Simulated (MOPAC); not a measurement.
Scan of H₃, doublet: collinear H-H-H surface. Scanned: first H-H distance and second H-H distance.

Level of theory: MOPAC with PM3, unrestricted, heats of formation.

Energy in kJ/mol above the lowest grid point; x is the first H-H distance (Å), y the second H-H distance (Å).

```
y \ x   0.63  0.67  0.73  0.79   0.87   0.93   1.01   1.11   1.21   1.38   1.51   1.87   2.15
-----  -----  ----  ----  ----  -----  -----  -----  -----  -----  -----  -----  -----  -----
2.15    86.3  78.5  78.5  90.0  118.8  147.7  192.7  253.8  314.5  395.4  434.7  502.3  529.1
1.77    72.4  64.4  64.1  75.2  103.4  131.9  175.9  235.1  291.6  363.8  399.3  461.9  487.2
1.60    66.3  58.1  57.4  68.0   95.5  123.2  166.1  222.9  275.6  341.4  373.5  431.5  455.4
1.40    62.8  54.5  53.3  63.1   89.0  115.1  154.9  206.3  252.0  306.8  333.0  381.7  402.4
1.22    52.8  44.1  42.2  51.1   74.6   98.0  132.8  175.6  211.8  252.7  270.8  305.4  320.3
1.10    40.9  30.9  27.4  34.5   55.2   75.8  105.6  140.8  169.2  199.1  211.0  235.8  247.6
1.02    33.6  22.1  16.3  21.2   38.8   56.7   82.3  112.0  135.3  158.5  167.0  187.7  198.6
0.94    29.8  16.4   7.5   9.0   22.0   36.3   57.2   81.7  100.7  118.6  124.7  142.7  153.0
0.86    32.4  16.7   3.9   1.1    8.0   18.0   34.1   54.0   69.8   84.2   88.6  104.6  114.5
0.81    38.5  21.4   5.9   0.0    2.7    9.8   22.9   40.3   54.7   67.7   71.3   86.2   95.9
0.73    57.5  38.2  18.5   7.8    3.9    6.7   15.1   28.8   41.2   52.7   55.5   69.0   78.5
0.69    72.4  52.0  30.5  17.6   10.8   11.5   17.7   29.6   41.1   52.1   54.8   67.7   77.1
0.63   103.5  81.5  57.5  42.1   31.7   29.8   32.8   41.9   51.9   62.3   64.8   77.1   86.3
```

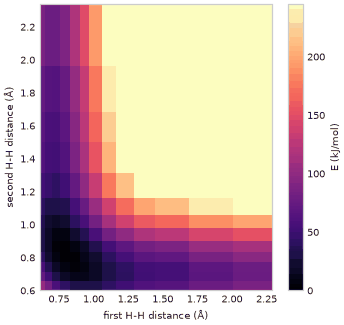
*Energy surface, cut off at 245 kJ/mol.*

Points that lie below all their neighbours on the grid: x = 0.79, y = 0.81 (0.0 kJ/mol).
